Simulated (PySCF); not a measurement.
GeO (charge −1, doublet)

```
atom   x (Å)   y (Å)    z (Å)
  Ge  0.0000  0.0000  -0.3006
   O  0.0000  0.0000   1.3894
```

All numbers below come from PBE0/def2-TZVPPD, non-relativistic Hamiltonian with scalar-relativistic core potentials where named, at a bond length of 1.690 Å (PySCF 2.14.0).

**What will maps of the electron density, electron localisation function and spin density show?**

Ge–O (1.69 Å): the density is about 1.2 e/Å³ at the midpoint; the ELF peaks at about 0.85 in the valence shell of O, 0.6 Å from its nucleus, and is about 0.25 at the midpoint.
The unpaired spin (1 electron) lies mostly on Ge1 (about 0.9) and O2 (about 0.1), in electrons by Hirshfeld's partition.

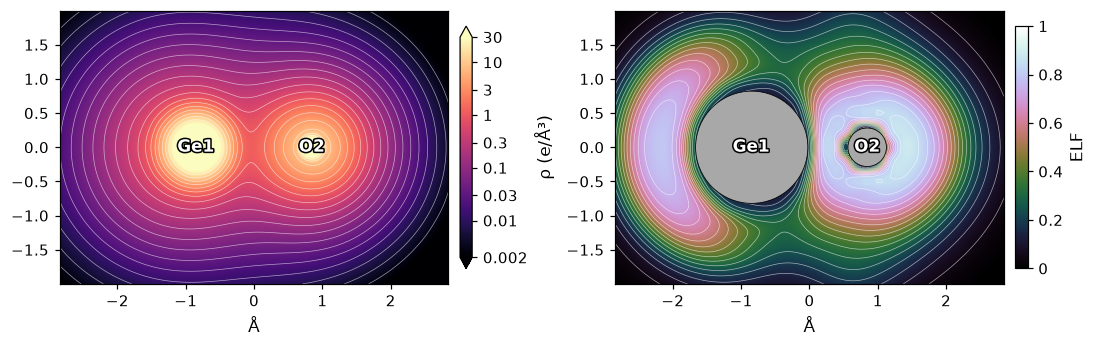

Computed electron density and electron localisation function on a plane that holds the molecular axis, in this order. Grey discs cover the atomic cores in the ELF map. 
